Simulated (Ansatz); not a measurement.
**Run report: CH$_{7}$BFNSn, nudged elastic band (part 1 of 2)**

The run: nudged elastic band of CH$_{7}$BFNSn. Method and program: RKS PBE/def2-SVP (Ansatz 0.2.0).

It belongs to a series of runs on one base structure; here: band between the two ends. Figures and captions count atoms from 1; the log counts them from 0 in places.

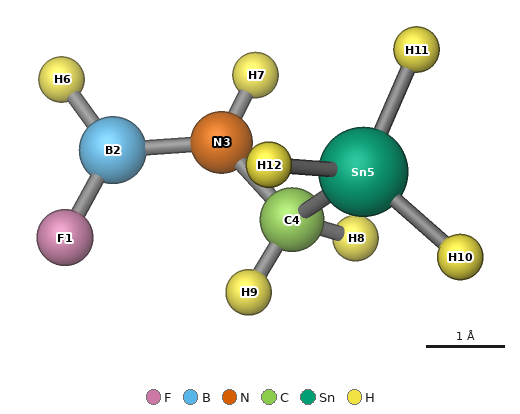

**Figure 1.** The starting structure (ball-and-stick view, seen at a tilt; atoms are numbered from 1 in the order of the input). Sticks mark near contacts.

### Input
```yaml
crystal:
  periodic: [false, false, false]
  atoms:
    - { symbol: F, position_ang: [-2.294146, 0.660445, 1.307604] }
    - { symbol: B, position_ang: [-1.031839, 0.886054, 1.727269] }
    - { symbol: "N", position_ang: [0.022806, 0.848387, 0.796837] }
    - { symbol: C, position_ang: [-0.07608, 0.564227, -0.62171] }
    - { symbol: Sn, position_ang: [0.820354, -1.378476, -1.177067] }
    - { symbol: H, position_ang: [-0.822294, 1.129422, 2.900416] }
    - { symbol: H, position_ang: [0.969512, 1.013844, 1.144394] }
    - { symbol: H, position_ang: [0.408274, 1.352933, -1.234845] }
    - { symbol: H, position_ang: [-1.143987, 0.527888, -0.909907] }
    - { symbol: H, position_ang: [0.895996, -1.576553, -2.8961] }
    - { symbol: H, position_ang: [2.427462, -1.420664, -0.528217] }
    - { symbol: H, position_ang: [-0.099157, -2.662507, -0.474675] }
basis:
  gaussian: { orbitals: def2-SVP }
hamiltonian:
  xc: pbe
neb:
  order_check: false
  images: 5
  f_tol: 0.05
  max_iterations: 60
  final_atoms:
    - { symbol: F, position_ang: [-1.9579563, 2.38818538, 0.9421497] }
    - { symbol: B, position_ang: [-1.32578409, 1.96097106, 2.01276691] }
    - { symbol: "N", position_ang: [-0.19404155, 0.48646456, 1.08737614] }
    - { symbol: C, position_ang: [-0.2751344, 0.26360385, -0.35886299] }
    - { symbol: Sn, position_ang: [0.96720481, -1.37981054, -1.17047757] }
    - { symbol: H, position_ang: [-0.47306252, -0.33321376, 1.64532009] }
    - { symbol: H, position_ang: [0.74934822, 0.74340503, 1.41091491] }
    - { symbol: H, position_ang: [0.00823315, 1.19975519, -0.8797364] }
    - { symbol: H, position_ang: [-1.33114979, 0.06273038, -0.62857296] }
    - { symbol: H, position_ang: [0.79343594, -1.56431686, -2.88250604] }
    - { symbol: H, position_ang: [2.6195837, -1.0424112, -0.77656552] }
    - { symbol: H, position_ang: [0.49622383, -2.8403631, -0.36780726] }
  initial_path:
    images:
      - { positions_ang: [[-2.294146, 0.660445, 1.307604], [-1.031839, 0.886054, 1.727269], [0.022806, 0.848387, 0.796837], [-0.07608, 0.564227, -0.62171], [0.820354, -1.378476, -1.177067], [-0.822294, 1.129422, 2.900416], [0.969512, 1.013844, 1.144394], [0.408274, 1.352933, -1.234845], [-1.143987, 0.527888, -0.909907], [0.895996, -1.576553, -2.8961], [2.427462, -1.420664, -0.528217], [-0.099157, -2.662507, -0.474675]] }
      - { positions_ang: [[-2.34365823, 0.94824946, 1.30597692], [-1.04322887, 1.10681314, 1.65124159], [-0.07033188, 0.69075039, 0.85913853], [-0.10803143, 0.49275512, -0.57143225], [0.85193894, -1.36563707, -1.17481837], [-0.65807018, 1.0024577, 2.68288367], [0.90952701, 0.86155064, 1.19585286], [0.34825008, 1.33033926, -1.12518833], [-1.1893644, 0.4262725, -0.87287118], [0.89237446, -1.50880414, -2.89072908], [2.46958037, -1.33129577, -0.54408483], [0.01791514, -2.70845122, -0.48197055]] }
      - { positions_ang: [[-2.39317046, 1.23605393, 1.30434985], [-1.05461874, 1.32757229, 1.57521418], [-0.16346975, 0.53311377, 0.92144007], [-0.13998287, 0.42128323, -0.5211545], [0.88352387, -1.35279814, -1.17256975], [-0.49384636, 0.87549341, 2.46535134], [0.84954201, 0.70925727, 1.24731172], [0.28822617, 1.30774552, -1.01553165], [-1.23474181, 0.32465699, -0.83583535], [0.88875292, -1.44105528, -2.88535815], [2.51169873, -1.24192755, -0.55995265], [0.13498728, -2.75439544, -0.48926611]] }
      - { positions_ang: [[-2.4426827, 1.52385839, 1.30272277], [-1.06600861, 1.54833143, 1.49918677], [-0.25660763, 0.37547716, 0.9837416], [-0.1719343, 0.34981135, -0.47087675], [0.91510881, -1.33995921, -1.17032112], [-0.32962253, 0.74852911, 2.24781901], [0.78955702, 0.55696391, 1.29877058], [0.22820225, 1.28515178, -0.90587498], [-1.28011921, 0.22304149, -0.79879953], [0.88513137, -1.37330643, -2.87998723], [2.5538171, -1.15255932, -0.57582048], [0.25205942, -2.80033965, -0.49656166]] }
      - { positions_ang: [[-2.28110723, 1.81196739, 1.18253175], [-1.15260044, 1.68587797, 1.67038015], [-0.23575227, 0.41247296, 1.01828645], [-0.20633433, 0.32107552, -0.43353883], [0.93247415, -1.35324299, -1.17037327], [-0.37743586, 0.38794815, 2.04698604], [0.77615409, 0.61911095, 1.33615203], [0.15487922, 1.25668625, -0.89716212], [-1.2971294, 0.16960445, -0.74205734], [0.85456623, -1.43697657, -2.88082683], [2.5757393, -1.11584328, -0.64273549], [0.33344755, -2.8136808, -0.45364353]] }
      - { positions_ang: [[-2.11953176, 2.10007638, 1.06234072], [-1.23919227, 1.82342452, 1.84157353], [-0.21489691, 0.44946876, 1.05283129], [-0.24073436, 0.29233968, -0.39620091], [0.94983948, -1.36652676, -1.17042542], [-0.42524919, 0.02736719, 1.84615306], [0.76275116, 0.68125799, 1.37353347], [0.08155618, 1.22822072, -0.88844926], [-1.3141396, 0.11616742, -0.68531515], [0.82400108, -1.50064671, -2.88166644], [2.5976615, -1.07912724, -0.70965051], [0.41483569, -2.82702195, -0.41072539]] }
      - { positions_ang: [[-1.9579563, 2.38818538, 0.9421497], [-1.32578409, 1.96097106, 2.01276691], [-0.19404155, 0.48646456, 1.08737614], [-0.2751344, 0.26360385, -0.35886299], [0.96720481, -1.37981054, -1.17047757], [-0.47306252, -0.33321376, 1.64532009], [0.74934822, 0.74340503, 1.41091491], [0.00823315, 1.19975519, -0.8797364], [-1.33114979, 0.06273038, -0.62857296], [0.79343594, -1.56431686, -2.88250604], [2.6195837, -1.0424112, -0.77656552], [0.49622383, -2.8403631, -0.36780726]] }
```

Command:
```bash
ansatz run input.yaml --threads 2 --pin off --max-ram 3072MiB --backend cpu --events-out ev --progress --plain --runs-dir out
```

### Output
```
Engine: ansatz 0.2.0, x86_64-unknown-linux-gnu
Functional definition: PBE
  parameter kappa = 0.804
  parameter beta = 0.06672455060314922
  exchange = pbe_x(kappa = kappa, mu = beta*pi^2/3)
  correlation = pbe_c(beta = beta)
1329 factors; their error is unknown
mean field evaluation 1: about -11846.2149 eV, gradient 6.3e1 eV
mean field evaluation 2: about -11817.2012 eV, gradient 1.2e2 eV
mean field evaluation 4: about -11855.1788 eV, gradient 1.1e1 eV
mean field evaluation 8: about -11855.3868 eV, gradient 1.1e-1 eV
mean field evaluation 16: about -11855.3402 eV, gradient 2.0e-4 eV
mean field -11855.34024122 eV, -435.6757180265 hartree, gradient 6.2e-5 eV, S^2 0.000000; 0 other end points of the search recorded, 0 dependent functions left out
the calculation of the forces begins
reference -11855.34028806 eV, -435.6757197479 hartree; 28, 28 occupied and 89, 89 virtual orbitals, 1329 factors
1329 factors; their error is unknown
mean field evaluation 32: about -11851.6993 eV, gradient 8.2e-4 eV
mean field -11851.69931775 eV, -435.5419165570 hartree, gradient 4.3e-5 eV, S^2 0.000000; 0 other end points of the search recorded, 0 dependent functions left out
[... from here on the field's lines of each further geometry are left out, up to the last ...]
NEB iter   1: max|band force component| = 5.304e0 eV/Å  barrier→ = 5.9772 eV  barrier← = 2.3363 eV  Δτ_max = 0.1986 Å  (204 SCF iters)
NEB iter   2: max|band force component| = 2.507e0 eV/Å  barrier→ = 4.9276 eV  barrier← = 1.2867 eV  Δτ_max = 0.2000 Å  (175 SCF iters)
NEB iter   3: max|band force component| = 1.815e0 eV/Å  barrier→ = 4.3807 eV  barrier← = 0.7397 eV  Δτ_max = 0.1261 Å  (170 SCF iters)
NEB iter   4: max|band force component| = 1.357e0 eV/Å  barrier→ = 4.2242 eV  barrier← = 0.5833 eV  Δτ_max = 0.1774 Å  (149 SCF iters)
NEB iter   5: max|band force component| = 6.732e-1 eV/Å  barrier→ = 4.1119 eV  barrier← = 0.4710 eV  Δτ_max = 0.2000 Å  (150 SCF iters)
NEB iter   6: max|band force component| = 7.480e-1 eV/Å  barrier→ = 3.9263 eV  barrier← = 0.2854 eV  Δτ_max = 0.1018 Å  (159 SCF iters)
NEB iter   7: max|band force component| = 9.065e-1 eV/Å  barrier→ = 3.8331 eV  barrier← = 0.1922 eV  Δτ_max = 0.0500 Å  (148 SCF iters)
NEB iter   8: max|band force component| = 5.560e-1 eV/Å  barrier→ = 3.7764 eV  barrier← = 0.1355 eV  Δτ_max = 0.0499 Å  (154 SCF iters)
NEB iter   9: max|band force component| = 3.784e-1 eV/Å  barrier→ = 3.7347 eV  barrier← = 0.0938 eV  CI = image 4  Δτ_max = 0.0503 Å  (155 SCF iters)
NEB iter  10: max|band force component| = 4.904e-1 eV/Å  barrier→ = 3.7717 eV  barrier← = 0.1308 eV  CI = image 4  Δτ_max = 0.1000 Å  (154 SCF iters)
NEB iter  11: max|band force component| = 9.465e-1 eV/Å  barrier→ = 3.9079 eV  barrier← = 0.2670 eV  CI = image 4  Δτ_max = 0.1001 Å  (148 SCF iters)
NEB iter  12: max|band force component| = 1.131e0 eV/Å  barrier→ = 4.0252 eV  barrier← = 0.3843 eV  CI = image 4  Δτ_max = 0.2000 Å  (143 SCF iters)
NEB iter  13: max|band force component| = 1.185e0 eV/Å  barrier→ = 4.1493 eV  barrier← = 0.5084 eV  CI = image 4  Δτ_max = 0.1994 Å  (144 SCF iters)
NEB iter  14: max|band force component| = 1.276e0 eV/Å  barrier→ = 4.2536 eV  barrier← = 0.6126 eV  CI = image 4  Δτ_max = 0.1984 Å  (145 SCF iters)
NEB iter  15: max|band force component| = 1.386e0 eV/Å  barrier→ = 4.3594 eV  barrier← = 0.7185 eV  CI = image 4  Δτ_max = 0.2000 Å  (145 SCF iters)
NEB iter  16: max|band force component| = 1.179e0 eV/Å  barrier→ = 4.3274 eV  barrier← = 0.6865 eV  CI = image 4  Δτ_max = 0.1504 Å  (145 SCF iters)
NEB iter  17: max|band force component| = 7.625e-1 eV/Å  barrier→ = 4.2664 eV  barrier← = 0.6255 eV  CI = image 4  Δτ_max = 0.0346 Å  (147 SCF iters)
NEB iter  18: max|band force component| = 4.243e-1 eV/Å  barrier→ = 4.2494 eV  barrier← = 0.6085 eV  CI = image 4  Δτ_max = 0.0839 Å  (152 SCF iters)
NEB iter  19: max|band force component| = 2.296e-1 eV/Å  barrier→ = 4.2433 eV  barrier← = 0.6024 eV  CI = image 4  Δτ_max = 0.0692 Å  (152 SCF iters)
NEB iter  20: max|band force component| = 9.351e-2 eV/Å  barrier→ = 4.2393 eV  barrier← = 0.5984 eV  CI = image 4  Δτ_max = 0.0611 Å  (150 SCF iters)
NEB iter  21: max|band force component| = 5.290e-2 eV/Å  barrier→ = 4.2378 eV  barrier← = 0.5968 eV  CI = image 4  Δτ_max = 0.0393 Å  (152 SCF iters)
NEB iter  22: max|band force component| = 7.678e-2 eV/Å  barrier→ = 4.2370 eV  barrier← = 0.5961 eV  CI = image 4  Δτ_max = 0.0196 Å  (152 SCF iters)
NEB iter  23: max|band force component| = 7.844e-2 eV/Å  barrier→ = 4.2364 eV  barrier← = 0.5954 eV  CI = image 4  Δτ_max = 0.0196 Å  (145 SCF iters)
NEB iter  24: max|band force component| = 6.484e-2 eV/Å  barrier→ = 4.2357 eV  barrier← = 0.5947 eV  CI = image 4  Δτ_max = 0.0334 Å  (145 SCF iters)
NEB iter  25: max|band force component| = 3.303e-2 eV/Å  barrier→ = 4.2345 eV  barrier← = 0.5935 eV  CI = image 4  Δτ_max = 0.0292 Å  (152 SCF iters)
NEB iter  26: max|band force component| = 5.952e-2 eV/Å  barrier→ = 4.2336 eV  barrier← = 0.5926 eV  CI = image 4  Δτ_max = 0.0393 Å  (31 SCF iters)
NEB iter  27: max|band force component| = 5.377e-2 eV/Å  barrier→ = 4.2329 eV  barrier← = 0.5920 eV  CI = image 4  Δτ_max = 0.0393 Å  (146 SCF iters)
NEB iter  28: max|band force component| = 4.118e-2 eV/Å  barrier→ = 4.2323 eV  barrier← = 0.5914 eV  CI = image 4  Δτ_max = 0.0315 Å  (146 SCF iters)
NEB iter  29: max|band force component| = 8.781e-2 eV/Å  barrier→ = 4.2317 eV  barrier← = 0.5908 eV  CI = image 4  Δτ_max = 0.0393 Å  (31 SCF iters)
NEB iter  30: max|band force component| = 1.131e-1 eV/Å  barrier→ = 4.2310 eV  barrier← = 0.5901 eV  CI = image 4  Δτ_max = 0.0785 Å  (153 SCF iters)
NEB iter  31: max|band force component| = 5.512e-2 eV/Å  barrier→ = 4.2301 eV  barrier← = 0.5891 eV  CI = image 4  Δτ_max = 0.0723 Å  (151 SCF iters)
NEB iter  32: max|band force component| = 5.243e-2 eV/Å  barrier→ = 4.2288 eV  barrier← = 0.5878 eV  CI = image 4  Δτ_max = 0.0482 Å  (154 SCF iters)
the calculation of the forces begins
reference -11851.66963247 eV, -435.5408256432 hartree; 28, 28 occupied and 89, 89 virtual orbitals, 1329 factors
1329 factors; their error is unknown
mean field -11851.11269492 eV, -435.5203585657 hartree, gradient 3.1e-5 eV, S^2 0.000000; 1 other end points of the search recorded, 0 dependent functions left out
the calculation of the forces begins
reference -11851.11274201 eV, -435.5203602962 hartree; 28, 28 occupied and 89, 89 virtual orbitals, 1329 factors
NEB iter  33: max|band force component| = 4.520e-2 eV/Å  barrier→ = 4.2275 eV  barrier← = 0.5866 eV  CI = image 4  Δτ_max = 0.0000 Å  (301 SCF iters)
```
